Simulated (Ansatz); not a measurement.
CH₇N₃OW (SMILES C[N]=[W]([NH2])([NH2])=[O])

Input file:

```
crystal:
  periodic: [false, false, false]
  atoms:
    - {symbol: C, position_ang: [-0.817554, -0.242859, -1.757745]}
    - {symbol: N, position_ang: [-0.127638, 0.814018, -1.109520]}
    - {symbol: N, position_ang: [-0.165833, 3.671413, -0.332453]}
    - {symbol: "N", position_ang: [2.400636, 1.707390, 0.147273]}
    - {symbol: O, position_ang: [1.572348, 2.679314, -2.569397]}
    - {symbol: W, position_ang: [0.931411, 2.214235, -1.042867]}
    - {symbol: H, position_ang: [-0.613822, -0.283118, -2.842630]}
    - {symbol: H, position_ang: [-0.532435, -1.216026, -1.320709]}
    - {symbol: H, position_ang: [-1.907726, -0.133990, -1.619740]}
    - {symbol: H, position_ang: [0.054099, 4.653206, -0.473409]}
    - {symbol: H, position_ang: [-1.051943, 3.565300, 0.149140]}
    - {symbol: H, position_ang: [3.308488, 2.163273, 0.135792]}
    - {symbol: H, position_ang: [2.397365, 0.925233, 0.792710]}
basis:
  gaussian:
    orbitals: def2-SVPD
hamiltonian:
  xc: pbe0
output: {forces: true, orbitals: {seedname: orbitals}}
```

Launched as:

```sh
ansatz run input.yaml --threads 2 --pin off --max-ram 6090MiB --events-out events.jsonl --progress --plain --runs-dir runs
```

Geometry: PBE0-D4/def2-SVP; core potentials replace the inner electrons of W.

Level of theory: isolated molecule in a Gaussian basis; Kohn-Sham density functional theory, functional PBE0 (Ansatz).

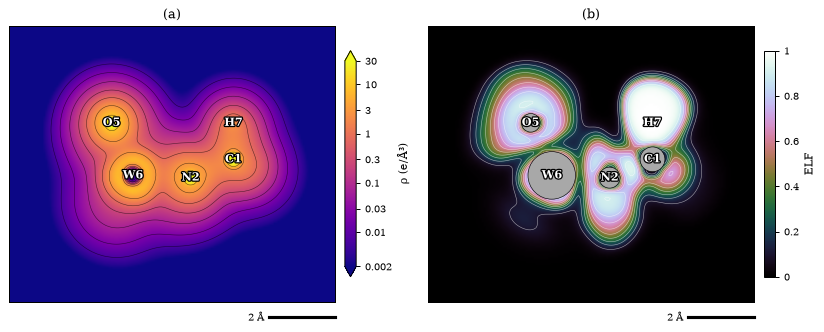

Figure 1. (a) electron density; (b) ELF on the plane of atoms C1, N2 and W6. Grey discs cover the atomic cores in the ELF map.

**What does the map show?**

Atoms in the plane: C, N, O, W and H. C–N (1.42 Å): ρ at the midpoint is about 2 e/Å³; the ELF peaks at about 0.95 between the atoms, as expected for localised, covalent bonding. W–O (1.72 Å): the density is about 1.8 e/Å³ at the midpoint; the ELF peaks at about 0.80 in the valence shell of O, 0.5 Å from its nucleus, and drops to about 0.40 between the two atoms. W–N (1.76 Å): the density is about 1.6 e/Å³ at the midpoint; the ELF peaks at about 0.75 in the valence shell of N, 0.5 Å from its nucleus, and drops to about 0.35 between the two atoms. C–H (1.10 Å): ρ at the midpoint is about 2 e/Å³; the ELF climbs to about 1 towards the hydrogen, as it does in any bond to H: an ordinary covalent bond to hydrogen.

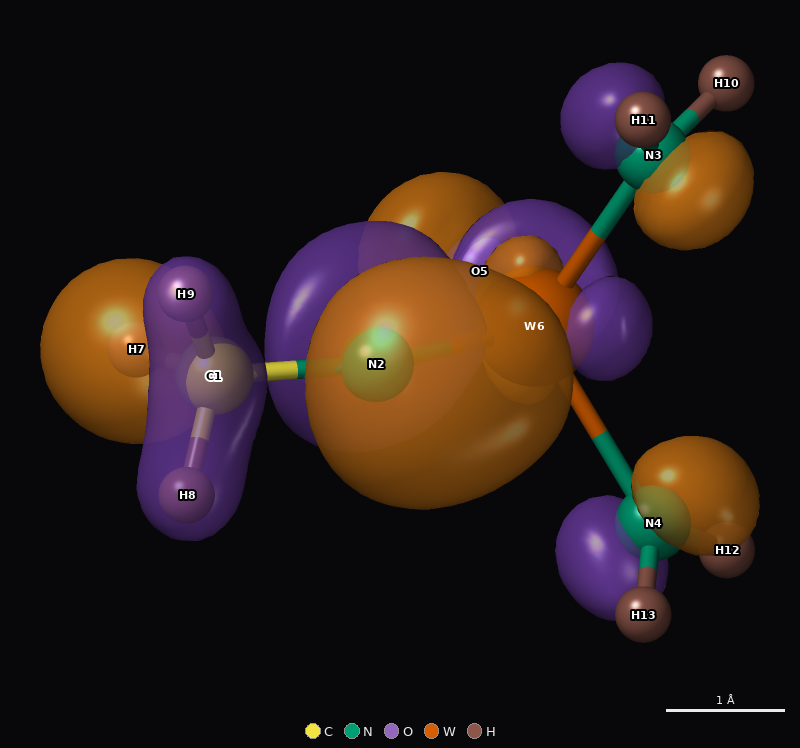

Figure 2. The HOMO−1 at ±0.1 Å⁻³ᐟ² (orange and purple are the two phases), seen at a tilt.

**What is the character of this orbital?**

Its weight (Hirshfeld) is mainly on N2 (about 45 %), W6 (about 15 %), O5 (about 15 %) and C1 (about 10 %). Its energy is −7.19 eV.
